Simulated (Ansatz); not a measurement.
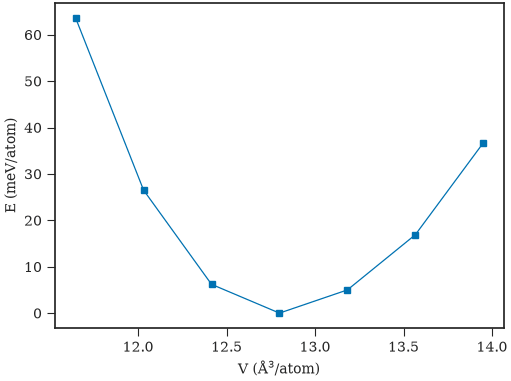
Fig. 1. Fe$_{2}$Ge in space group P4/nmm (No. 129; Fe on 2a, Fe on 2c, Ge on 2c) under volume change, PBE in the plane-wave PAW code Ansatz, shape and atoms relaxed at each volume.

**Question.** What does a third-order Birch–Murnaghan fit give for V₀, B₀ and B′?

**Answer.** V₀ = 12.83 Å³/atom, B₀ = 148 GPa, B′ = 6.3.

The cell is a constructed one: a structure type filled with these elements; neither database checked (COD, Materials Project) lists it. Its standing as an ambient phase is unchecked. Symmetry was held in the PBE relaxation; its stability against distortions is not shown here. The final state is ferromagnetic, chosen from 5 collinear starts compared on coarse meshes (ties went to the first, and starts can fall back to one state), not a proven ground state.

Potentials: the later of the program's two PAW sets.
